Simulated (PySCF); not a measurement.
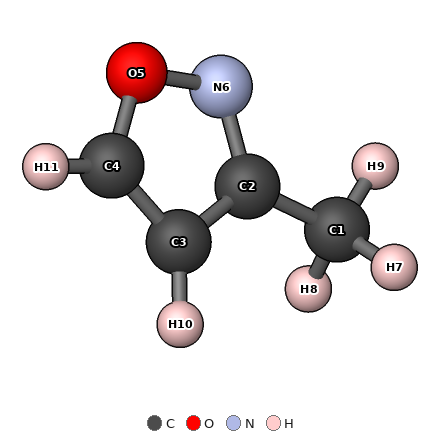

C₄H₅NO (3-methylisoxazole), SMILES Cc1ccon1. Vertical core-electron binding energies by ΔSCF (SCAN, pcX-2 on the ionised atom, pcseg-1 elsewhere, spin-free X2C; PySCF, at a GFN2-xTB geometry (no frequency check)), gas phase, against the vacuum level. One atom of each kind was ionised; within a panel, areas follow the number of like atoms, Gaussians of 0.4 eV full width. Only the regions named are shown.

Predict the C 1s photoelectron lines.

```csv
level,atoms,binding energy (eV)
C 1s,C4,292.3
C 1s,C2,291.7
C 1s,C1,291.3
C 1s,C3,290.8
```

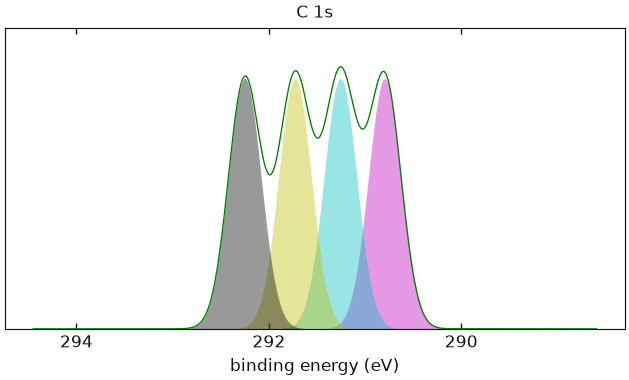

Caveats: the tight-binding geometry is rougher than a DFT one and adds to the error.
